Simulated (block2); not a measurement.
**DMRG/ANO-RCC-MB run of GeH2Cl (SMILES [Cl][GeH2])**

What is the vertical ionisation energy of GeH2Cl at DMRG/ANO-RCC-MB? Input form: a Python script.

The calculation is run with block2 0.5.4.

6 further runs of the same task are left out: 5 that didn't finish, 1 set aside as unsound or not needed.

### Step 1. The system as given

GeH2Cl: 4 atoms, total charge 0, spin state doublet. As SMILES, `[Cl][GeH2]`. Geometry: relaxed at PBE0-D4/def2-TZVP.

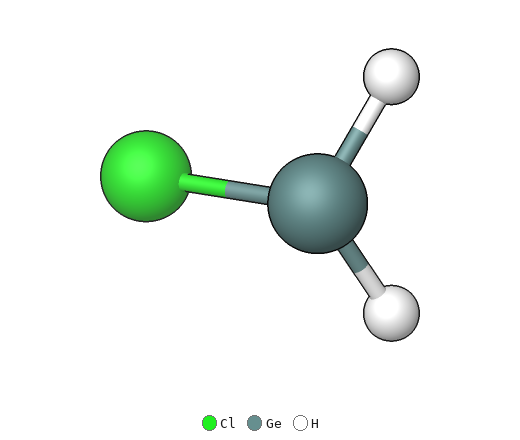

The structure, seen from a chosen angle (chlorine green, germanium teal, hydrogen white).

### Step 2. The energy at DMRG/ANO-RCC-MB

block2_dmrg.py

```python
import numpy as np
from pyscf import cc, dft, gto, mcscf, mp, scf
from pyblock2._pyscf.ao2mo import integrals as itg
from pyblock2.driver.core import DMRGDriver, SymmetryTypes

mol = gto.M(atom="""
Cl    -1.562900     0.305200     0.993500
Ge     0.106700    -0.451100    -0.141600
H      0.072700     0.259600    -1.514200
H      1.383400    -0.113700     0.662300
""", basis="ano-rcc-mb", charge=0, spin=1, verbose=3, max_memory=2000)
print("basis functions = %d" % (mol.nao))
mf = scf.ROHF(mol)
mf.conv_tol = 1e-10
mf.max_cycle = 200
mf.kernel()
if not mf.converged:
    mf = mf.newton().run(mf.mo_coeff, mf.mo_occ)
print("SCF energy = %.10f" % (mf.e_tot))
# single-reference ladder for comparison
ref = scf.UHF(mol).run(mf.make_rdm1(), conv_tol=1e-10)
pt = mp.MP2(ref, frozen=14).run()
mycc = cc.CCSD(ref, frozen=14)
mycc.max_cycle = 150
mycc.kernel()
print("MP2 total energy = %.10f" % (pt.e_tot))
if mycc.converged:
    print(f"E(CCSD) = {mycc.e_tot:.10f}")
    print("CCSD(T) total energy = %.10f" % (mycc.e_tot + mycc.ccsd_t()))
# a few density functionals on the same geometry and basis
ks = dft.UKS(mol, xc="b3lyp").set(conv_tol=1e-9, verbose=3).run(mf.make_rdm1())
if ks.converged:
    print(f"E(B3LYP) = {ks.e_tot:.8f}")
ks = dft.UKS(mol, xc="tpss").set(conv_tol=1e-9, verbose=3).run(mf.make_rdm1())
if ks.converged:
    print(f"E(TPSS) = {ks.e_tot:.8f}")
ks = dft.UKS(mol, xc="tpssh").set(conv_tol=1e-9, verbose=3).run(mf.make_rdm1())
if ks.converged:
    print(f"E(TPSSh) = {ks.e_tot:.8f}")
ncas, n_elec, spin, ecore, h1e, g2e, orb_sym = itg.get_rhf_integrals(mf, ncore=14, ncas=15, pg_symm=False, g2e_symm=1)
dmrg = DMRGDriver(scratch="./tmp", symm_type=SymmetryTypes.SU2, stack_mem=1500 << 20, n_threads=1)
# order the orbitals along the chain
idx = dmrg.orbital_reordering(h1e, g2e, method="fiedler")
print("orbital order:", idx.tolist())
h1e = h1e[np.ix_(idx, idx)]
g2e = g2e[np.ix_(idx, idx, idx, idx)]
orb_sym = np.array(orb_sym)[idx]
dmrg.initialize_system(n_sites=ncas, n_elec=n_elec, spin=spin, orb_sym=orb_sym)
mpo = dmrg.get_qc_mpo(h1e=h1e, g2e=g2e, ecore=ecore, iprint=1)
occs = np.array([1.7] * 11 + [1.0] * 1 + [0.3] * 3)[idx]
psi = dmrg.get_random_mps(tag="GS", bond_dim=75, nroots=1, occs=occs)
bond_dims = [75] * 4 + [150] * 3 + [300] * 2
noises = [0.0001] * 4 + [0.0001] * 3 + [1e-05] * 2 + [0]
thrds = [1e-09] * 9
e = dmrg.dmrg(mpo, psi, n_sweeps=15, tol=1e-06, bond_dims=bond_dims, noises=noises, thrds=thrds, iprint=1)
ms, dws, es = dmrg.get_dmrg_results()
print("discarded weight = %.3e" % (dws[-1]))
print("final energy = %.10f" % (e))
dm1 = dmrg.get_1pdm(psi)
print("occupation numbers =", np.round(np.linalg.eigvalsh(dm1)[::-1], 5).tolist())
c_act = mf.mo_coeff[:, 14:29][:, idx]
dm_ao = c_act @ dm1 @ c_act.T + 2 * mf.mo_coeff[:, :14] @ mf.mo_coeff[:, :14].T
print("dipole moment (debye) =", np.round(scf.hf.dip_moment(mol, dm_ao, verbose=0), 4).tolist())
print(f"max block entropy = {max(dmrg.get_bipartite_entanglement(psi)):.4f}")
# FCI check
ci = mcscf.CASCI(mf, 15, (12, 11))
ci.fix_spin_(ss=0.75)
ci.fcisolver.conv_tol = 1e-10
ci.fcisolver.max_cycle = 200
ci.kernel()
print("FCI energy = %.10f" % (ci.e_tot))
```

Run with:

```console
$ python block2_dmrg.py
```

Log:

```text
basis functions = 29
converged SCF energy = -2522.27845317511
SCF energy = -2522.2784531751
converged SCF energy = -2522.27870579396  <S^2> = 0.7516115  2S+1 = 2.0016108
E(UMP2) = -2522.31154448971  E_corr = -0.0328386957433456
E(SCS-UMP2) = -2522.31602327659  E_corr = -0.0373174826326562
E(UCCSD) = -2522.327272676341  E_corr = -0.04856688237934871
MP2 total energy = -2522.3115444897
E(CCSD) = -2522.3272726763
UCCSD(T) correction = -0.000861589107520476
CCSD(T) total energy = -2522.3281342654
converged SCF energy = -2524.79566390053  <S^2> = 0.75045499  2S+1 = 2.0004549
E(B3LYP) = -2524.79566390
converged SCF energy = -2524.72163459001  <S^2> = 0.75047108  2S+1 = 2.000471
E(TPSS) = -2524.72163459
converged SCF energy = -2524.70158304432  <S^2> = 0.75054715  2S+1 = 2.0005471
E(TPSSh) = -2524.70158304
orbital order: [9, 5, 10, 8, 7, 6, 12, 14, 13, 11, 0, 1, 3, 4, 2]
integral symmetrize error =  0.0
integral cutoff error =  0.0
mpo terms =      28914

Build MPO | Nsites =    15 | Nterms =      28914 | Algorithm = FastBIP | Cutoff = 1.00e-20
 Site =     0 /    15 .. Mmpo =    14 DW = 0.00e+00 NNZ =       14 SPT = 0.0000 Tmvc = 0.003 T = 0.007
 Site =     1 /    15 .. Mmpo =    50 DW = 0.00e+00 NNZ =       56 SPT = 0.9200 Tmvc = 0.003 T = 0.009
 Site =     2 /    15 .. Mmpo =    74 DW = 0.00e+00 NNZ =      830 SPT = 0.7757 Tmvc = 0.003 T = 0.012
 Site =     3 /    15 .. Mmpo =   104 DW = 0.00e+00 NNZ =      950 SPT = 0.8766 Tmvc = 0.003 T = 0.013
 Site =     4 /    15 .. Mmpo =   142 DW = 0.00e+00 NNZ =     1417 SPT = 0.9040 Tmvc = 0.004 T = 0.014
 Site =     5 /    15 .. Mmpo =   188 DW = 0.00e+00 NNZ =     1912 SPT = 0.9284 Tmvc = 0.004 T = 0.016
 Site =     6 /    15 .. Mmpo =   242 DW = 0.00e+00 NNZ =     2398 SPT = 0.9473 Tmvc = 0.004 T = 0.017
 Site =     7 /    15 .. Mmpo =   242 DW = 0.00e+00 NNZ =    12767 SPT = 0.7820 Tmvc = 0.004 T = 0.030
 Site =     8 /    15 .. Mmpo =   188 DW = 0.00e+00 NNZ =     2398 SPT = 0.9473 Tmvc = 0.002 T = 0.010
 Site =     9 /    15 .. Mmpo =   142 DW = 0.00e+00 NNZ =     1905 SPT = 0.9286 Tmvc = 0.001 T = 0.007
 Site =    10 /    15 .. Mmpo =   104 DW = 0.00e+00 NNZ =     1416 SPT = 0.9041 Tmvc = 0.001 T = 0.005
 Site =    11 /    15 .. Mmpo =    74 DW = 0.00e+00 NNZ =      955 SPT = 0.8759 Tmvc = 0.001 T = 0.004
 Site =    12 /    15 .. Mmpo =    50 DW = 0.00e+00 NNZ =      832 SPT = 0.7751 Tmvc = 0.000 T = 0.003
 Site =    13 /    15 .. Mmpo =    14 DW = 0.00e+00 NNZ =       56 SPT = 0.9200 Tmvc = 0.000 T = 0.000
 Site =    14 /    15 .. Mmpo =     1 DW = 0.00e+00 NNZ =       14 SPT = 0.0000 Tmvc = 0.000 T = 0.000
Ttotal =      0.147 Tmvc-total = 0.034 MPO bond dimension =   242 MaxDW = 0.00e+00
NNZ =        27920 SIZE =       256704 SPT = 0.8912

Rank =     0 Ttotal =      0.149 MPO method = FastBipartite bond dimension =     242 NNZ =        27920 SIZE =       256704 SPT = 0.8912

Sweep =    0 | Direction =  forward | Bond dimension =   75 | Noise =  1.00e-04 | Dav threshold =  1.00e-09
Time elapsed =      4.609 | E =   -2522.3267419361 | DW = 1.18401e-06

Sweep =    1 | Direction = backward | Bond dimension =   75 | Noise =  1.00e-04 | Dav threshold =  1.00e-09
Time elapsed =      8.100 | E =   -2522.3282089388 | DE = -1.47e-03 | DW = 8.27275e-06

Sweep =    2 | Direction =  forward | Bond dimension =   75 | Noise =  1.00e-04 | Dav threshold =  1.00e-09
Time elapsed =     11.286 | E =   -2522.3284148235 | DE = -2.06e-04 | DW = 1.49455e-05

Sweep =    3 | Direction = backward | Bond dimension =   75 | Noise =  1.00e-04 | Dav threshold =  1.00e-09
Time elapsed =     14.332 | E =   -2522.3284187477 | DE = -3.92e-06 | DW = 1.44542e-05

Sweep =    4 | Direction =  forward | Bond dimension =  150 | Noise =  1.00e-04 | Dav threshold =  1.00e-09
Time elapsed =     20.704 | E =   -2522.3284795534 | DE = -6.08e-05 | DW = 5.86694e-07

Sweep =    5 | Direction = backward | Bond dimension =  150 | Noise =  1.00e-04 | Dav threshold =  1.00e-09
Time elapsed =     30.413 | E =   -2522.3284987838 | DE = -1.92e-05 | DW = 1.35534e-06

Sweep =    6 | Direction =  forward | Bond dimension =  150 | Noise =  1.00e-04 | Dav threshold =  1.00e-09
Time elapsed =     39.917 | E =   -2522.3285009722 | DE = -2.19e-06 | DW = 8.05297e-07

Sweep =    7 | Direction = backward | Bond dimension =  300 | Noise =  1.00e-05 | Dav threshold =  1.00e-09
Time elapsed =     61.533 | E =   -2522.3285043747 | DE = -3.40e-06 | DW = 1.20005e-08

Sweep =    8 | Direction =  forward | Bond dimension =  300 | Noise =  1.00e-05 | Dav threshold =  1.00e-09
Time elapsed =     91.134 | E =   -2522.3285044409 | DE = -6.61e-08 | DW = 1.83915e-08

Sweep =    9 | Direction = backward | Bond dimension =  300 | Noise =  0.00e+00 | Dav threshold =  1.00e-07
Time elapsed =    111.140 | E =   -2522.3285044421 | DE = -1.25e-09 | DW = 2.42035e-09

discarded weight = 2.420e-09
final energy = -2522.3285044421
occupation numbers = [1.99991, 1.99989, 1.99988, 1.99988, 1.99987, 1.9994, 1.99792, 1.99319, 1.98388, 1.96841, 1.96299, 1.00576, 0.03575, 0.02689, 0.02639]
dipole moment (debye) = [1.7081, -0.9861, -1.1977]
max block entropy = 0.3212
CASCI E = -2522.32850447243  E(CI) = -146.664759496250  S^2 = 0.7500000
FCI energy = -2522.3285044724
```

Run time: 3.2 min. Hardware: 1 thread of Arm Neoverse N1, shared host; peak memory 0.85 GiB.

### Step 3. The singlet cation: a single-point energy at DMRG/ANO-RCC-MB

block2_dmrg.py

```python
import numpy as np
from pyscf import cc, dft, gto, mcscf, mp, scf
from pyblock2._pyscf.ao2mo import integrals as itg
from pyblock2.driver.core import DMRGDriver, SymmetryTypes

geom = """
Cl
Ge 1 2.155923
H 2 1.546053 1 106.80676
H 2 1.545981 3 112.30224 1 -116.77052
"""
mol = gto.M(
    atom=geom,
    basis="ano-rcc-mb",
    charge=1,
    verbose=4,
    max_memory=2000,
)
print("nao = %d" % (mol.nao))
mf = scf.RHF(mol)
mf.conv_tol = 1e-10
mf.max_cycle = 200
mf.kernel()
if not mf.converged:
    mf = mf.newton().run(mf.mo_coeff, mf.mo_occ)
print("SCF energy = %.10f" % (mf.e_tot))
# MP2, CCSD and CCSD(T) with the same frozen core
ref = mf
pt = mp.MP2(ref, frozen=14).run()
mycc = cc.CCSD(ref, frozen=14)
mycc.max_cycle = 150
mycc.kernel()
print(f"MP2 total energy = {pt.e_tot:.10f}")
if mycc.converged:
    print(f"E(CCSD) = {mycc.e_tot:.10f}")
    print(f"E(CCSD(T)) = {mycc.e_tot + mycc.ccsd_t():.10f}")
    print("T1 = %.4f" % (mycc.get_t1_diagnostic()))
# a few density functionals on the same geometry and basis
ks = dft.RKS(mol, xc="b3lyp").set(conv_tol=1e-9, verbose=3).run()
if ks.converged:
    print("E(B3LYP) = %.8f" % (ks.e_tot))
ks = dft.RKS(mol, xc="tpss").set(conv_tol=1e-9, verbose=3).run()
if ks.converged:
    print(f"E(TPSS) = {ks.e_tot:.8f}")
ks = dft.RKS(mol, xc="tpssh").set(conv_tol=1e-9, verbose=3).run()
if ks.converged:
    print("E(TPSSh) = %.8f" % (ks.e_tot))
# rotate to MP2 natural orbitals
occ_no, mo = mcscf.addons.make_natural_orbitals(mp.MP2(mf, frozen=14).run())
mf.mo_coeff = mo
ncas, n_elec, spin, ecore, h1e, g2e, orb_sym = itg.get_rhf_integrals(mf, ncore=14, ncas=15, pg_symm=False, g2e_symm=8)
driver = DMRGDriver(scratch="./tmp", symm_type=SymmetryTypes.SU2, stack_mem=1500 << 20, n_threads=1)
driver.initialize_system(n_sites=ncas, n_elec=n_elec, spin=spin, orb_sym=orb_sym)
mpo = driver.get_qc_mpo(h1e=h1e, g2e=g2e, ecore=ecore, iprint=1)
ket = driver.get_random_mps(tag="GS", bond_dim=75, nroots=1)
bond_dims = [75] * 4 + [150] * 2 + [300] * 4
noises = [0.0001] * 4 + [0.0001] * 2 + [1e-05] * 4 + [0]
thrds = [1e-09] * 10
e = driver.dmrg(mpo, ket, n_sweeps=16, tol=1e-06, bond_dims=bond_dims, noises=noises, thrds=thrds, iprint=2)
ms, dws, es = driver.get_dmrg_results()
print("DW = %.3e" % (dws[-1]))
print("total energy = %.10f" % (e))
csf, coef = driver.get_csf_coefficients(ket, cutoff=0.1, iprint=1)
print("leading coefficient squared = %.4f" % (np.max(np.abs(coef)) ** 2))
# exact diagonalisation in the same space
ci = mcscf.CASCI(mf, 15, (11, 11))
ci.fix_spin_(ss=0)
ci.fcisolver.conv_tol = 1e-10
ci.fcisolver.max_cycle = 200
ci.kernel()
print("FCI energy = %.10f" % (ci.e_tot))
```

Run with:

```console
$ python block2_dmrg.py
```

Log:

```text
[INPUT] verbose = 4
[INPUT] num. atoms = 4
[INPUT] num. electrons = 50
[INPUT] charge = 1
[INPUT] spin (= nelec alpha-beta = 2S) = 0
[INPUT] symmetry False subgroup None
[INPUT] Mole.unit = angstrom
[INPUT] Symbol           X                Y                Z      unit          X                Y                Z       unit  Magmom
[INPUT]  1 Cl     0.000000000000   0.000000000000   0.000000000000 AA    0.000000000000   0.000000000000   0.000000000000 Bohr   0.0
[INPUT]  2 Ge     2.155923000000   0.000000000000   0.000000000000 AA    4.074104015651   0.000000000000   0.000000000000 Bohr   0.0
[INPUT]  3 H      2.602956098219   0.000000000000   1.480013948551 AA    4.918874139901   0.000000000000   2.796821023298 Bohr   0.0
[INPUT]  4 H      2.603014820835  -1.277027234821  -0.747908816387 AA    4.918985109563  -2.413231727422  -1.413342829119 Bohr   0.0

nuclear repulsion = 161.647306633523
number of shells = 7
number of NR pGTOs = 195
number of NR cGTOs = 29
basis = ano-rcc-mb
ecp = {}
CPU time:         0.86
nao = 29

[... 128 lines left out ...]
integral cutoff error =  0.0
[... 70 lines left out ...]
 <-- Site =    6-   7 .. Mmps =   75 Ndav =   4 E =  -2521.9918464039 Error = 1.94e-08 FLOPS = 2.47e+09 Tdav = 0.07 T = 0.63
[... 39 lines left out ...]
 <-- Site =   12-  13 .. Mmps =   10 Ndav =   1 E =  -2521.9918566706 Error = 0.00e+00 FLOPS = 7.23e+08 Tdav = 0.00 T = 0.04
[... 30 lines left out ...]
 --> Site =    9-  10 .. Mmps =  150 Ndav =   8 E =  -2521.9919303317 Error = 8.28e-07 FLOPS = 3.11e+09 Tdav = 0.55 T = 0.94
[... 39 lines left out ...]
 --> Site =    3-   4 .. Mmps =   80 Ndav =   1 E =  -2521.9919971886 Error = 0.00e+00 FLOPS = 1.99e+09 Tdav = 0.01 T = 0.16
[... 30 lines left out ...]
 <-- Site =    2-   3 .. Mmps =  206 Ndav =   1 E =  -2521.9920134016 Error = 5.12e-20 FLOPS = 1.58e+09 Tdav = 0.02 T = 0.58
[... 39 lines left out ...]
 <-- Site =    8-   9 .. Mmps =  300 Ndav =   4 E =  -2521.9920136311 Error = 5.53e-08 FLOPS = 3.41e+09 Tdav = 4.95 T = 6.92
[... 25 lines left out ...]
 --> Site =    8-   9 .. Mmps =  300 Ndav =   2 E =  -2521.9920136122 Error = 2.09e-08 FLOPS = 3.38e+09 Tdav = 2.18 T = 3.70
 --> Site =    9-  10 .. Mmps =  300 Ndav =   2 E =  -2521.9920137276 Error = 3.12e-08 FLOPS = 3.34e+09 Tdav = 0.76 T = 1.86
 --> Site =   10-  11 .. Mmps =  177 Ndav =   1 E =  -2521.9920135891 Error = 2.11e-19 FLOPS = 2.89e+09 Tdav = 0.08 T = 0.85
 --> Site =   11-  12 .. Mmps =  102 Ndav =   1 E =  -2521.9920135891 Error = 1.55e-19 FLOPS = 1.93e+09 Tdav = 0.01 T = 0.27
 --> Site =   12-  13 .. Mmps =   67 Ndav =   1 E =  -2521.9920135891 Error = 1.20e-19 FLOPS = 1.02e+09 Tdav = 0.00 T = 0.08
 --> Site =   13-  14 .. Mmps =   37 Ndav =   1 E =  -2521.9920135891 Error = 4.11e-21 FLOPS = 3.72e+08 Tdav = 0.00 T = 0.01
[... 2 lines left out ...]
 | Dmem = 24.6 MB (4%) | Imem = 94.5 KB (97%) | Hmem = 423 MB | Wmem = 622 KB | Pmem = 0 B
 | Tread = 0.338 | Twrite = 0.130 | Tfpread = 0.333 | Tfpwrite = 0.128 | Tmporead = 0.000
 | data = 79.1 MB | cpsd = 60.9 MB | Tasync = 0.000
 | Trot = 1.476 | Tctr = 0.003 | Tint = 0.001 | Tmid = 0.000 | Tdctr = 0.136 | Tdiag = 0.043 | Tinfo = 0.049
 | Teff = 10.885 | Tprt = 0.000 | Teig = 4.923 | Tblk = 16.293 | Tmve = 1.682 | Tdm = 0.010 | Tsplt = 0.205 | Tsvd = 0.000 | Torth = 0.000

DW = 3.122e-08
total energy = -2521.9920137276
mps center changed (temporarily)
DTRIE T =      0.003
Number of CSF =          2 (cutoff =       0.1)
Sum of weights of included CSF =    0.905963301930365

CSF          0 222222222220000  =    0.944060602012082
CSF          1 222222222202000  =   -0.121296667963096
leading coefficient squared = 0.8913

******** <class 'pyscf.mcscf.casci.CASCI'> ********
CAS (11e+11e, 15o), ncore = 14, nvir = 0
natorb = False
canonicalization = True
sorting_mo_energy = False
max_memory 2000 MB (current use 374 MB)
******** <class 'pyscf.fci.addons.SpinPenaltyFCISolver'> ********
max. cycles = 200
conv_tol = 1e-10
davidson only = True
linear dependence = 1e-12
level shift = 0.001
max iter space = 12
max_memory 2000 MB
nroots = 1
pspace_size = 400
spin = None
Density matrix diagonal elements [1.99988811 1.99988028 1.99986161 1.99985973 1.999841   1.99882117
 1.99707437 1.97473696 1.94579638 1.95058643 1.93196907 0.10179744
 0.04108221 0.02795142 0.03085381]
CASCI converged
CASCI E = -2521.99201392258  E(CI) = -146.320355387036  S^2 = 0.0000000
FCI energy = -2521.9920139226
```

It took 6.1 min on 1 thread of Arm Neoverse N1, shared host; peak memory 0.89 GiB.

### Step 4. Results

Level: DMRG/ANO-RCC-MB, 14 core orbitals frozen.

| quantity | value |
| --- | --- |
| run 1, DMRG/ANO-RCC-MB: total energy | -2522.32850 Eh |
| run 1, DMRG/ANO-RCC-MB: dipole moment (of the density that the program reports) | 2.31 D |
| singlet cation: total energy | -2521.99201 Eh |
| singlet cation: T1 diagnostic of the CCSD step | 0.024 |
| vertical ionisation energy (to the singlet cation) | 9.156 eV |

What this shows: The vertical ionisation energy comes to 9.16 eV (883 kJ/mol). Only the singlet of the ionised species was computed; a triplet could lie lower. In a minimal basis such a difference can be off by several eV, whatever the method. The basis (run 1, DMRG/ANO-RCC-MB) was made for a relativistic Hamiltonian, but the run is non-relativistic. The T1 diagnostic (singlet cation) of 0.024 is above the customary mark for such species, so a single reference may not serve. The basis (singlet cation) was made for a relativistic Hamiltonian, but the run is non-relativistic.
